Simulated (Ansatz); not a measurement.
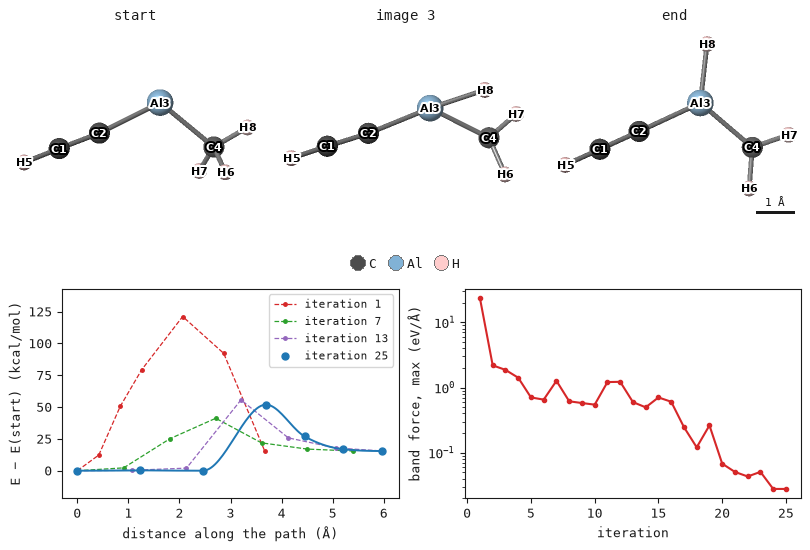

A nudged-elastic-band calculation for C$_{3}$H$_{4}$Al (multiplicity 2). Images are numbered from 0 (start) to 6 (end). The plot follows the band through its iterations. Style: ball-and-stick. Shown at a tilt.

Level of theory: UKS r2SCANh/def2-SVP (Ansatz 0.2.0). Set-up: 5 movable images; climbing image; force threshold 0.03 eV/Å; iteration limit 60; starting path through a guess of the saddle point.

Did the band converge, and can the barrier be trusted?

The result is final at these settings. The band converged in 25 iterations. The largest component of the band force went from 23 to 0.028 eV/Å. The climbing image converged on the top of the path. Its vibrational analysis gives one imaginary mode (1286i cm⁻¹), as a transition state must have. The first iteration put the highest image at 121.2 kcal/mol. The highest point, image 3, lies 51.9 kcal/mol above the start and 36.4 kcal/mol above the end; the end is at +15.5 kcal/mol relative to the start.
